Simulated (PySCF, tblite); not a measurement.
# B₃H₆N₃S, a small molecule taken as a stand-in for a surface group (BN ring, B site): NMR shifts, core binding energies and electronic excitations, part 2 of 2

tblite 0.8.0 and PySCF 2.14.0. Atoms count from 0, parts from 1. The steps go on from the part before.

## (5) Core-electron binding energies: SCAN, X2C

Job settings and geometry (Å):

```
{"job": {"kind": "xps", "holes": 5}, "charge": 0, "multiplicity": 1}
N      0.147012     0.987077    -0.683298
B      0.656180    -0.122506    -1.422165
N      0.550952    -1.415474    -0.831605
B     -0.036154    -1.624036     0.452175
N     -0.528649    -0.482215     1.148837
B     -0.452002     0.838569     0.606490
S     -1.117607     2.233646     1.590051
H      0.221982     1.905597    -1.098565
H      1.158310     0.036139    -2.510729
H      0.906175    -2.213780    -1.340235
H     -0.114975    -2.729155     0.936122
H     -0.948271    -0.620894     2.058938
H     -0.841693     3.212993     0.705281
```

With the program's defaults for keys left out, this is: delta-SCF UKS SCAN, pcX-2 on the ionised atom, pcseg-1 elsewhere, spin-free X2C.

Output:

```text
ground state, core basis on atom 0 (N), 163 functions
  cycle   1  E = -641.73887073  |g| = 6.58e-01
  cycle   2  E = -641.59999284  |g| = 1.01e+00
  cycle   3  E = -641.83568759  |g| = 1.00e-01
  cycle   4  E = -641.83820929  |g| = 3.71e-02
  cycle   5  E = -641.83858859  |g| = 1.16e-02
  cycle   6  E = -641.83861880  |g| = 5.91e-03
  cycle   7  E = -641.83862423  |g| = 1.92e-03
  cycle   8  E = -641.83862644  |g| = 4.51e-04
  E(ground) = -641.86748463 Eh
hole in N 1s of atom 0
  cycle   1  E = -626.25280776  |g| = 1.87e+00
  cycle   2  E = -625.48710279  |g| = 2.12e+00
  cycle   3  E = -626.85744096  |g| = 4.72e-01
  cycle   4  E = -626.90402288  |g| = 3.23e-01
  cycle   5  E = -626.96240708  |g| = 5.17e-02
  cycle   6  E = -626.96332478  |g| = 2.67e-02
  cycle   7  E = -626.96365643  |g| = 6.63e-03
  cycle   8  E = -626.96367529  |g| = 2.54e-03
  cycle   9  E = -626.96368012  |g| = 8.76e-04
  cycle  10  E = -626.96367939  |g| = 4.10e-04
  E(ion) = -626.99108033 Eh   <S^2> = 0.7644   hole on atom = 1.000   binding energy = 404.808 eV
ground state, core basis on atom 1 (B), 163 functions
  cycle   1  E = -641.82093552  |g| = 4.94e-02
  cycle   2  E = -641.82088744  |g| = 2.74e-02
  cycle   3  E = -641.82101741  |g| = 1.53e-02
  cycle   4  E = -641.82107721  |g| = 2.45e-03
  cycle   5  E = -641.82107868  |g| = 5.93e-04
  cycle   6  E = -641.82108051  |g| = 1.60e-04
  E(ground) = -641.85316952 Eh
hole in B 1s of atom 1
  cycle   1  E = -634.20949781  |g| = 1.17e+00
  cycle   2  E = -632.11251162  |g| = 1.96e+00
  cycle   3  E = -634.37734217  |g| = 5.94e-01
  cycle   4  E = -634.59166004  |g| = 2.48e-01
  cycle   5  E = -634.60989547  |g| = 1.59e-01
  cycle   6  E = -634.62113095  |g| = 4.25e-02
  cycle   7  E = -634.62187571  |g| = 2.56e-02
  cycle   8  E = -634.62223961  |g| = 9.87e-03
  cycle   9  E = -634.62234094  |g| = 4.96e-03
  cycle  10  E = -634.62238326  |g| = 2.73e-03
  cycle  11  E = -634.62239448  |g| = 1.39e-03
  cycle  12  E = -634.62239740  |g| = 6.78e-04
  cycle  13  E = -634.62239527  |g| = 3.12e-04
  E(ion) = -634.65492632 Eh   <S^2> = 0.8072   hole on atom = 1.000   binding energy = 195.874 eV
ground state, core basis on atom 4 (N), 163 functions
  cycle   1  E = -641.83844699  |g| = 7.18e-02
  cycle   2  E = -641.83843507  |g| = 1.30e-02
  cycle   3  E = -641.83838507  |g| = 2.00e-02
  cycle   4  E = -641.83847382  |g| = 1.93e-03
  cycle   5  E = -641.83847475  |g| = 2.34e-04
  E(ground) = -641.86752758 Eh
hole in N 1s of atom 4
  cycle   1  E = -626.25569433  |g| = 1.87e+00
  cycle   2  E = -625.53345613  |g| = 2.10e+00
  cycle   3  E = -626.87316304  |g| = 4.52e-01
  cycle   4  E = -626.91363213  |g| = 3.07e-01
  cycle   5  E = -626.96541716  |g| = 5.17e-02
  cycle   6  E = -626.96635890  |g| = 2.51e-02
  cycle   7  E = -626.96663712  |g| = 6.95e-03
  cycle   8  E = -626.96665908  |g| = 2.10e-03
  cycle   9  E = -626.96666181  |g| = 8.88e-04
  cycle  10  E = -626.96666257  |g| = 5.27e-04
  cycle  11  E = -626.96666170  |g| = 1.57e-04
  E(ion) = -626.99352472 Eh   <S^2> = 0.7636   hole on atom = 1.000   binding energy = 404.742 eV
ground state, core basis on atom 5 (B), 163 functions
  cycle   1  E = -641.82219602  |g| = 5.50e-02
  cycle   2  E = -641.82179772  |g| = 5.00e-02
  cycle   3  E = -641.82242083  |g| = 1.84e-02
  cycle   4  E = -641.82251034  |g| = 6.57e-03
  cycle   5  E = -641.82252096  |g| = 6.25e-04
  cycle   6  E = -641.82252076  |g| = 2.10e-04
  E(ground) = -641.85455443 Eh
hole in B 1s of atom 5
  cycle   1  E = -634.18120400  |g| = 1.19e+00
  cycle   2  E = -632.46309120  |g| = 2.19e+00
  cycle   3  E = -634.50320163  |g| = 4.34e-01
  cycle   4  E = -634.53403054  |g| = 3.71e-01
  cycle   5  E = -634.59832650  |g| = 8.52e-02
  cycle   6  E = -634.60195189  |g| = 1.94e-02
  cycle   7  E = -634.60214670  |g| = 1.44e-02
  cycle   8  E = -634.60229787  |g| = 6.69e-03
  cycle   9  E = -634.60233606  |g| = 3.06e-03
  cycle  10  E = -634.60234795  |g| = 1.50e-03
  cycle  11  E = -634.60235096  |g| = 6.53e-04
  cycle  12  E = -634.60235162  |g| = 5.12e-04
  cycle  13  E = -634.60235017  |g| = 1.69e-04
  E(ion) = -634.63529652 Eh   <S^2> = 0.7956   hole on atom = 1.000   binding energy = 196.446 eV
ground state, core basis on atom 6 (S), 174 functions
  cycle   1  E = -641.97192729  |g| = 4.05e-01
  cycle   2  E = -641.97198336  |g| = 2.93e-02
  cycle   3  E = -641.97183534  |g| = 3.44e-02
  cycle   4  E = -641.97217161  |g| = 8.02e-03
  cycle   5  E = -641.97217912  |g| = 3.62e-03
  cycle   6  E = -641.97218225  |g| = 2.83e-04
  E(ground) = -641.98932811 Eh
hole in S 2p of atom 6
  cycle   1  E = -635.29150442  |g| = 1.51e+00
  cycle   2  E = -633.37449246  |g| = 1.79e+00
  cycle   3  E = -635.07687894  |g| = 1.06e+00
  cycle   4  E = -635.67818015  |g| = 2.55e-01
  cycle   5  E = -635.71060815  |g| = 1.84e-01
  cycle   6  E = -635.72494253  |g| = 4.94e-02
  cycle   7  E = -635.72604104  |g| = 1.18e-02
  cycle   8  E = -635.72610323  |g| = 3.64e-03
  cycle   9  E = -635.72611006  |g| = 1.37e-03
  cycle  10  E = -635.72610986  |g| = 5.39e-04
  cycle  11  E = -635.72611107  |g| = 3.67e-04
  E(ion) = -635.74981395 Eh   <S^2> = 0.7540   hole on atom = 1.001   binding energy = 169.786 eV
  2p3/2 = 169.225 eV   2p1/2 = 170.465 eV
```

Run time: 44 s. Hardware: 1 thread of Arm Neoverse V1, shared host; peak memory 0.77 GiB.

The holes in one table. −ε is the ground-state orbital energy:

```
     hole  stands for                environment  ΔSCF (eV; 2p as the shell's mean)  −ε (eV)   ⟨S²⟩
N1s on N0          N0  nitrogen bonded to 2 B, H                             404.81    386.0  0.764
B1s on B1          B1     boron bonded to 2 N, H                             195.87    180.2  0.807
N1s on N4          N4  nitrogen bonded to 2 B, H                             404.74    385.9  0.764
B1s on B5          B5     boron bonded to 2 N, S                             196.45    181.0  0.796
S2p on S6          S6      sulfur bonded to B, H                             169.64    157.9  0.754
```

With the spin-orbit splitting: S6 2p3/2 169.22, 2p1/2 170.47 eV. The table gives each 2p level as the mean over the whole 2p shell (two parts 2p3/2, one part 2p1/2), which differs a little from the single hole in the log.

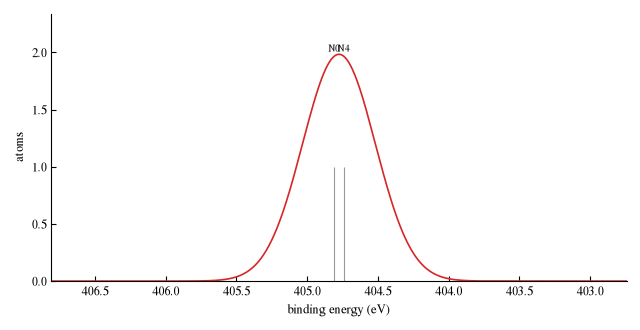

The N1s photoelectron lines, weighted by the number of atoms. Only 2 of the 3 N atoms are covered by sound results. Lines are broadened to a width of 0.60 eV (Gaussian).

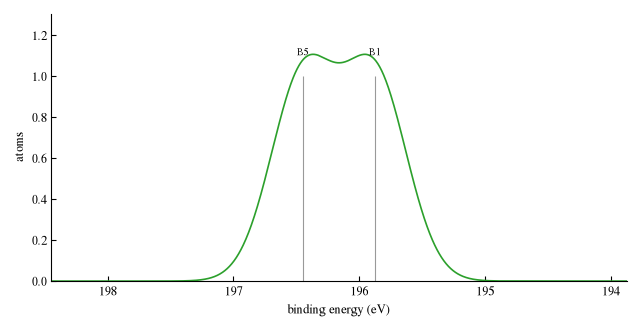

The B1s photoelectron lines, weighted by the number of atoms. Only 2 of the 3 B atoms are covered by sound results. Lines are broadened to a width of 0.60 eV (Gaussian).

## (6) Excited states and response: CAM-B3LYP/def2-SVPD

Same as in step 5 but for these lines:

```diff
@@ -1,2 +1,2 @@
-{"job": {"kind": "xps", "holes": 5}, "charge": 0, "multiplicity": 1}
+{"job": {"kind": "uv", "xc": "CAM-B3LYP", "basis": "def2-SVPD", "nstates": 6, "ntriplets": 2, "ip": true}, "charge": 0, "multiplicity": 1}
 N      0.147012     0.987077    -0.683298
```

Level: TDDFT CAM-B3LYP/def2-SVPD, vertical, gas phase, core orbitals frozen in the response.

Output:

```text
coarse grid: 11792 points
cycle   1  E = -640.3627474201  dE =  1.077e+00  |g| = 5.502e-01  |ddm| = 1.019e+01
cycle   2  E = -640.3724414628  dE = -9.694e-03  |g| = 5.675e-01  |ddm| = 2.327e+00
cycle   3  E = -640.4399556363  dE = -6.751e-02  |g| = 4.945e-02  |ddm| = 1.370e+00
cycle   4  E = -640.4405252734  dE = -5.696e-04  |g| = 2.485e-02  |ddm| = 2.426e-01
cycle   5  E = -640.4407005881  dE = -1.753e-04  |g| = 3.046e-03  |ddm| = 8.485e-02
cycle   6  E = -640.4407027618  dE = -2.174e-06  |g| = 1.503e-03  |ddm| = 2.253e-02
final grid: 110584 points
cycle   7  E = -640.5088490374  dE = -2.554e-05  |g| = 5.533e-03  |ddm| = 1.609e-01
cycle   8  E = -640.5088477872  dE =  1.250e-06  |g| = 6.271e-03  |ddm| = 2.625e-02
cycle   9  E = -640.5088557166  dE = -7.929e-06  |g| = 2.987e-04  |ddm| = 1.068e-02
cycle  10  E = -640.5088557378  dE = -2.126e-08  |g| = 1.562e-04  |ddm| = 1.891e-03
cycle  11  E = -640.5088557447  dE = -6.910e-09  |g| = 3.429e-05  |ddm| = 5.086e-04
cycle  12  E = -640.5088557450  dE = -2.990e-10  |g| = 1.173e-05  |ddm| = 1.177e-04
converged SCF energy = -640.5088557450

Static polarisability (au): isotropic 81.953, principal 57.784 84.556 103.517

Singlet excitations
state   eV       nm        f      main configurations
  1   5.8803    210.8   0.01049   H->L 0.71, H->L+5 0.10
  2   6.7449    183.8   0.01083   H->L+2 0.63, H-2->L+2 0.18, H-1->L+4 0.14
  3   6.8955    179.8   0.34839   H->L+4 0.89
  4   6.9428    178.6   0.03480   H->L+5 0.59, H->L 0.11, H->L+1 0.09
  5   7.1702    172.9   0.00083   H->L+1 0.43, H->L+3 0.18, H->L+6 0.12
  6   7.3096    169.6   0.00361   H->L+3 0.33, H-1->L 0.27, H->L+1 0.12

Triplet excitations (Tamm-Dancoff, eV): 5.5148 6.1236
Vertical ionisation energy (delta-SCF) = 9.3873 eV
```

Run time: 58 s. Hardware: 1 thread of Arm Neoverse V1, shared host; peak memory 1 GiB.

The orbitals next to the gap, with their largest atomic shares:

```csv
orbital,eV,atoms
HOMO−3,-10.50,"S6 50 %, B5 14 %, N0 9 %"
HOMO−2,-10.07,"N2 41 %, S6 16 %, B5 10 %"
HOMO−1,-9.80,"N0 35 %, N4 34 %, B3 8 %"
HOMO,-8.53,"S6 60 %, N2 9 %, B5 8 %"
LUMO,0.64,"S6 26 %, B5 19 %, B1 14 %"
LUMO+1,1.19,"B3 29 %, S6 25 %, B1 11 %"
LUMO+2,1.20,"B1 27 %, B3 26 %, N2 13 %"
```

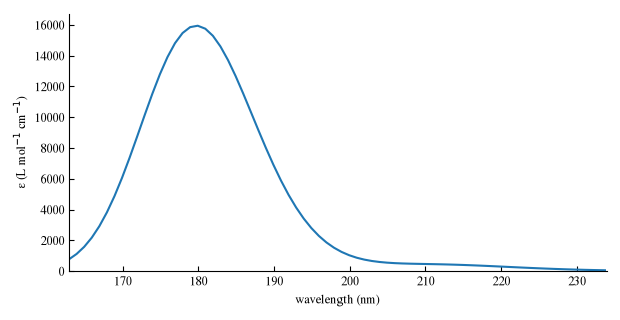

Absorption spectrum: each of the 6 states is a Gaussian band of 0.4 eV half-width at 1/e. Beyond the last state computed it falls off for lack of states.

Further results of this job:

```
           property  computed
  dipole moment (D)      1.07
polarisability (Å³)     12.14
 HOMO–LUMO gap (eV)      9.17
      −ε(HOMO) (eV)      8.53
```

## (7) Summary of results

This closing draws on all 2 parts.

```
                                                    quantity                                   value
                                                 point group                                      Cs
                        rotational constants (main isotopes)                    5.18, 1.46, 1.14 GHz
                       ¹H shifts against TMS (PBE0/pcSseg-1)  5.44, 5.19, 4.86, 4.66, 4.64, 1.18 ppm
                      ¹⁵N shifts against NH3 (PBE0/pcSseg-1)                 141.7, 139.5, 137.5 ppm
                 ¹¹B shifts against BF3·OEt2 (PBE0/pcSseg-1)                    31.4, 27.4, 27.4 ppm
                      ³³S shifts against CS2 (PBE0/pcSseg-1)                                -151 ppm
N1s binding energies, SCAN/pcX-2 (standing for 2 of 3 atoms)                 N0 404.81, N4 404.74 eV
B1s binding energies, SCAN/pcX-2 (standing for 2 of 3 atoms)                 B5 196.45, B1 195.87 eV
                            S2p binding energies, SCAN/pcX-2                            S6 169.64 eV
                        lowest singlet (CAM-B3LYP/def2-SVPD)             5.88 eV (211 nm), f = 0.010
                    brightest single state of those computed             state 3, 6.90 eV, f = 0.348
                                              lowest triplet                                 5.51 eV
                           vertical ionisation energy (ΔSCF)                                 9.39 eV
```

In words: The optimisation took 5 steps and gained 0.137 eV; among the close pairs (by a distance rule), B1–H8 changed most, from 1.156 to 1.209 Å (PBE0/def2-SVP). The N1s levels computed lie within 0.07 eV of one another, too close to rank. Only 2 of the 3 N atoms are covered by sound results. B5 (boron bonded to 2 N, S) binds its B1s electron 0.57 eV more tightly than B1 (boron bonded to 2 N, H). Only 2 of the 3 B atoms are covered by sound results. The first singlet state (HOMO→LUMO 0.71, HOMO→LUMO+5 0.10) lies at 5.88 eV and is weak; of the 6 states computed, the strongest absorption comes from state 3 at 6.90 eV. The lowest triplet lies 0.37 eV below the lowest singlet (triplets in Tamm-Dancoff, singlets in full TDDFT). The orbital energy would give 8.53 eV for ionisation, ΔSCF gives 9.39 eV. A capped cluster stands for the solid here, so long-range fields and strain are missing, and bands or shifts of the capping hydrogens have no counterpart in it.
